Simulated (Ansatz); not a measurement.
BH2Cl (SMILES [H]B([H])Cl): the vertical energy of the triplet above the singlet, rung by rung

BH2Cl has 4 atoms, charge 0, and is taken as a singlet. SMILES: `[H]B([H])Cl`. The coordinates come from a GFN2-xTB relaxation.

Quantity: the vertical energy of the triplet above the singlet, in eV. The values are calculated.

| level | kind | program | value (eV) | less FCI/STO-3G | CPU time (all runs) |
| --- | --- | --- | --- | --- | --- |
| revPBE/STO-3G | GGA | Ansatz | 5.37 | -0.90 | 1.9 s |
| PBE0/STO-3G | global hybrid | Ansatz | 5.62 | -0.65 | 1.9 s |
| r2SCAN0/STO-3G | hybrid meta-GGA | Ansatz | 5.59 | -0.68 | 4.9 s |
| CAM-B3LYP/STO-3G | range-separated hybrid | Ansatz | 5.76 | -0.51 | 2.4 s |
| wB97X/STO-3G | range-separated hybrid | Ansatz | 5.94 | -0.33 | 9.1 s |
| RPA@PBE/STO-3G | RPA | Ansatz | 5.88 | -0.39 | 2.4 s |
| CCSD(T)/STO-3G | coupled cluster or CI | Ansatz | 6.28 | +0.01 | 0.29 s |
| FCI/STO-3G | exact in the basis | Ansatz | 6.27 | 0.00 | 0.61 s |

FCI/STO-3G is exact within its basis and frozen core, so for wave-function methods in that basis the difference is their error; functionals converge differently with the basis, so for them it is only a difference. The values span 5.37 to 6.28 eV. A triplet this far above the singlet is often a Rydberg-like or dissociative state; sets without diffuse functions put Rydberg states too high. All rows use very small basis sets, so even the best lies far from the true value. Times are those of the runs behind each value, whatever else they computed, on shared processors of several kinds: orders of magnitude only.

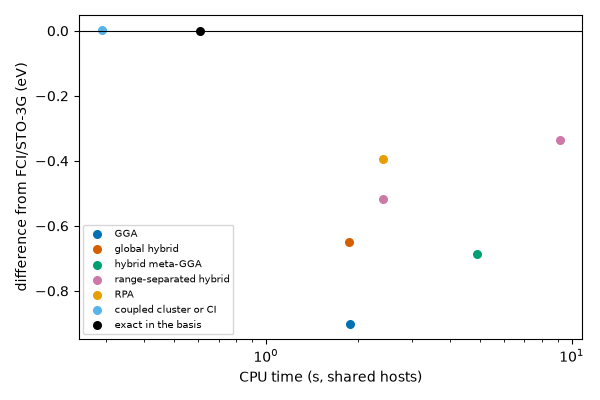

Difference from FCI/STO-3G against processor time, one point a level.
